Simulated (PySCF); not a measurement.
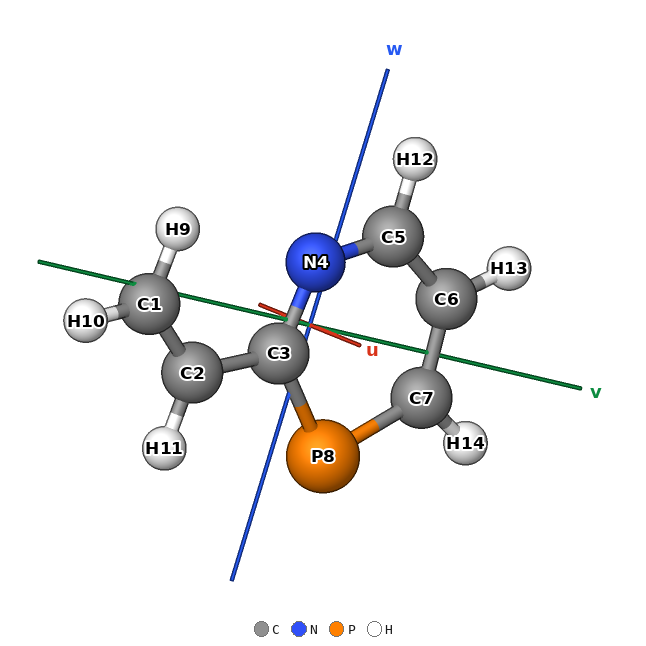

The lines u, v and w are the principal axes of the static dipole polarisability. Computed geometry: GFN2-xTB optimisation. No frequency run is at hand to confirm it as a minimum. Computed with ωB97X-D/def2-SVPD (PySCF 2.14.0).

Along which axis is the molecule most polarisable, and along which least?

Most along v (in the molecular plane, close to the long direction C1···C7), least along u (normal to the molecular plane).

Give the three principal values.

u 60.3, v 146.4, w 110.4 bohr³; mean 105.7, anisotropy 74.9 bohr³.

The geometry is semi-empirical. Around P such bond lengths and angles can be off by a tenth of an ångström or more and by several degrees, and values that hang on the shape move with them.
